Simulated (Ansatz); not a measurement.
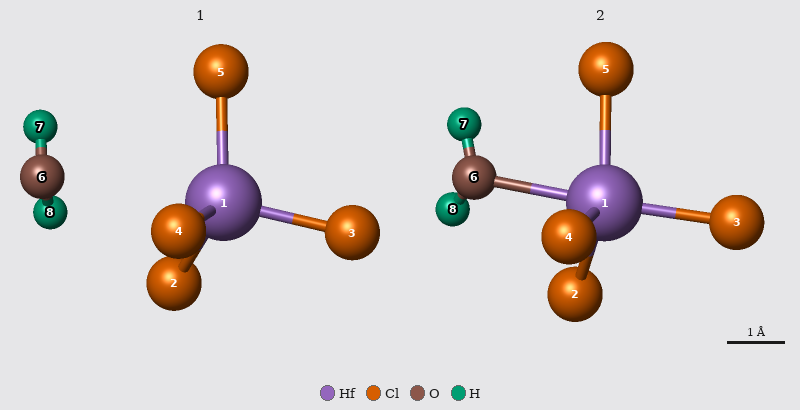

Two geometries of HfH₂OCl₄, drawn at one scale. One is the start of a relaxation, the other its converged end. Style: ball-and-stick. Shown at a tilt.

The calculation used RKS PBE-D4/def2-SVP (Ansatz 0.2.0). Settings: no spin polarisation; force threshold 0.03 eV/Å; at most 50 steps.

Which of the two is the end point?

Answer. Structure 2 is the relaxed one. The run prepares an end point of a later path (reaction) calculation, from a guessed geometry. Over 7 geometry steps the energy falls by 13.1 kcal/mol. The largest force component goes from 1.4 to 0.015 eV/Å. The largest move after the best rigid fit is that of O6, 0.56 Å. By element the largest moves are O 0.56 Å, H 0.46 Å, Cl 0.35 Å, Hf 0.34 Å. Near-neighbour distances that change, for instance: Hf1–O6 3.253 → 2.367 Å, Hf1–H7 3.603 → 2.898 Å, Hf1–H8 3.296 → 2.897 Å, Hf1–Cl2 2.479 → 2.386 Å. New bonds form, among them: Hf1–O6 (3.25 → 2.37 Å). Among the angles between lasting bonds that change: Cl2–Hf1–Cl5 114.0° → 122.0°, Cl2–Hf1–Cl3 104.2° → 98.0°, H7–O6–H8 103.4° → 107.3°.

Limits of the set-up: the start holds two separate molecules, 2.6 Å apart at their closest, whose relative position is a soft coordinate.
